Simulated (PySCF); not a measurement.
System: C₃H₅O₄Si (SMILES [CH2-]OC(=O)C(=O)O[SiH3]) (charge −1).

Input

```
{"job": {"kind": "sp", "xc": "M06-2X", "basis": "ma-def2-SVP", "grid": 3}, "charge": -1, "multiplicity": 1}
C     -2.903017    -0.581865    -0.502948
O     -1.562284    -0.496688    -0.632023
C     -0.831561     0.003326     0.363327
O     -1.304196     0.365194     1.444332
C      0.566908     0.045332    -0.035558
O      1.091062    -0.265383    -1.120459
O      1.435672     0.478143     0.908398
Si     2.956986     0.397218     0.119249
H     -3.325303    -1.290747    -1.221153
H     -3.274033    -0.534720     0.524907
H      3.184893     1.363955    -0.996038
H      3.483173    -0.965914    -0.190206
H      3.838301     0.895470     1.237917
```

Launched as:

```sh
OMP_NUM_THREADS=1 python redox_run.py task.json out
```

Geometry: PBE0-D3(BJ)/def2-SVP.

Computed with DFT single point, gas phase, functional M06-2X in PySCF.

### Predict the electron density and electron localisation function between the atoms.

C–O (1.23 Å): ρ is about 3.1 e/Å³ halfway; the ELF peaks at about 0.85 between the atoms: a short, strongly polar bond.
C–C (1.45 Å): ρ is about 1.9 e/Å³ halfway; the ELF peaks at about 0.95 between the atoms: a covalent bond.
Si–O (1.72 Å): ρ is about 1 e/Å³ halfway; the ELF peaks at about 0.90 between the atoms (a polar covalent bond).
C–O (1.33 Å): ρ at the midpoint is about 2.5 e/Å³; the ELF peaks at about 0.90 between the atoms: a shared but strongly polarised pair.

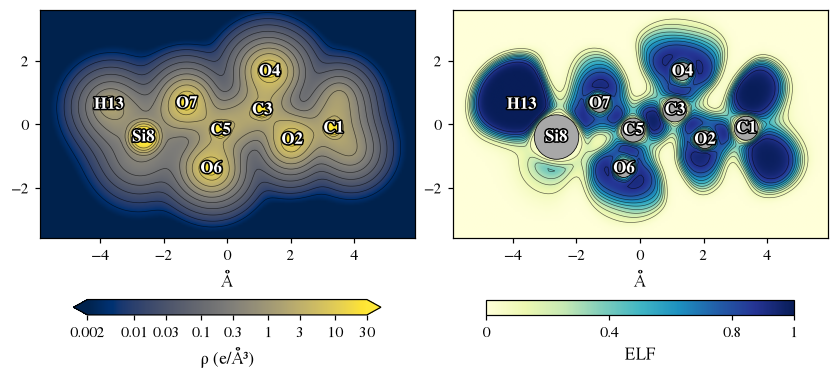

Computed electron density and electron localisation function on the plane of atoms O7, Si8 and H13, in this order. Grey discs cover the atomic cores in the ELF map. 
